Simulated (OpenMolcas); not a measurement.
**C2H7NSi (SMILES C=NC[SiH3]) at UHF/ANO-RCC-VDZP (DKH2, RICD fitting, scramble 0.25)**

We compute the energy along one coordinate of C2H7NSi. 

The results are computed with OpenMolcas 26.06.

3 further runs of the same task are left out: 3 set aside as unsound or not needed.

## (1) The molecule

C2H7NSi: 11 atoms, total charge 0, spin state singlet. As SMILES, `C=NC[SiH3]`. The shape is that of a PBE0-D4/def2-TZVP optimisation. This is one conformer, not always the lowest.

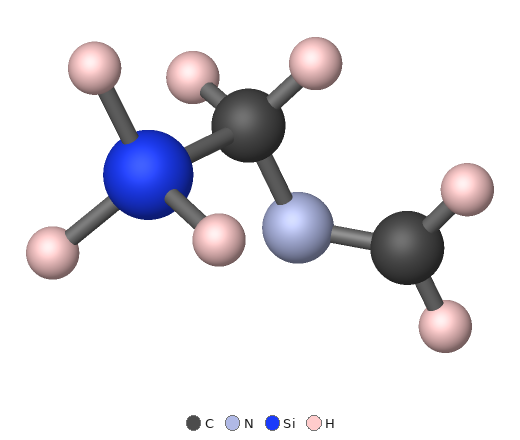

Viewed from a chosen angle; carbon dark grey, nitrogen light blue, silicon blue, hydrogen pink.

## (2) The energy along one coordinate at UHF/ANO-RCC-VDZP (DKH2, RICD fitting, scramble 0.25)

point1.xyz

```xyz
11
R = 4.46
C     -2.686301    -0.023179     1.398452
N     -3.045501    -1.179379     1.052552
C     -2.345901    -2.309479     1.597152
Si    -1.340601    -3.149879     0.231852
H     -3.192801     0.841021     0.971352
H     -1.880001     0.166521     2.121152
H     -3.076801    -3.043879     1.952452
H     -1.681701    -2.054179     2.439052
H      1.729600    -0.311300    -1.319900
H     -2.226701    -3.575479    -0.879948
H     -0.657001    -4.342579     0.802152
```

mol.inp

```
>>> EXPORT MOLCAS_PRINT=2
&GATEWAY
Coord
point1.xyz
Basis
ANO-RCC-VDZP
Group
NoSym
RICD
&SEWARD
&SCF
UHF
Scramble
0.25
PrOrbitals
0
>>> ForEach K in (1, 2, 3, 4, 5, 6, 7, 8, 9)
&GATEWAY
Coord
$CurrDir/point$K.xyz
Basis
ANO-RCC-VDZP
Group
NoSym
RICD
&SEWARD
&SCF
UHF
PrOrbitals
0
FileOrb
$Project.UhfOrb
>>> EndDo
```

The run is started by

```sh
export MOLCAS_MEM=1860
pymolcas mol.inp > mol.log
```

The program printed:

```text
--- Start Module: gateway ---
[...]
--- Stop Module: gateway /rc=_RC_ALL_IS_WELL_ ---
[...]
      Basis functions           95
[...]
       Convergence after  46 Iterations
[...]
::    Total SCF energy                               -423.7503930801
[...]
--- Start Module: seward ---
[...]
--- Stop Module: seward /rc=_RC_ALL_IS_WELL_ ---
[...]
--- Start Module: scf ---
[...]
       Convergence after   8 Iterations
[...]
::    Total SCF energy                               -423.8652711917
[...]
      Total spin, S                                     0.0000000018
[...]
      Total electronic charge=   40.000000
      Total            charge=   -0.000000
[...]
      Dipole Moment (debye):
      Origin of the operator (angstrom)=    0.0436   -0.0264   -0.2044
                   X=  1.0458E+00               Y=  7.9588E-01               Z=  1.2085E+00           Total=  1.7854E+00
      Quadrupole Moment (debye*angstrom):
[...]
--- Stop Module: scf /rc=_RC_ALL_IS_WELL_ ---
[...]
```

Run time: 60 s. Hardware: 1 thread of Intel Xeon 6975P-C (Granite Rapids), shared host; peak memory 0.083 GiB.

The scan, from its lowest point:

| H9–Si4 (Å) | energy (kJ/mol) |
| --- | --- |
| 4.460 | 325.5 |
| 3.568 | 322.8 |
| 2.973 | 311.6 |
| 2.527 | 277.3 |
| 2.155 | 188.1 |
| 1.858 | 82.1 |
| 1.635 | 18.1 |
| 1.487 | 0.0 |
| 1.338 | 23.8 |

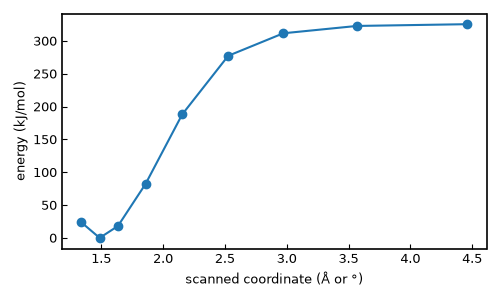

Energy along the scan.

## (3) Results

Level: UHF/ANO-RCC-VDZP (DKH2, RICD fitting, scramble 0.25).

| quantity | value |
| --- | --- |
| lowest energy of the scan | -423.87435 Eh |
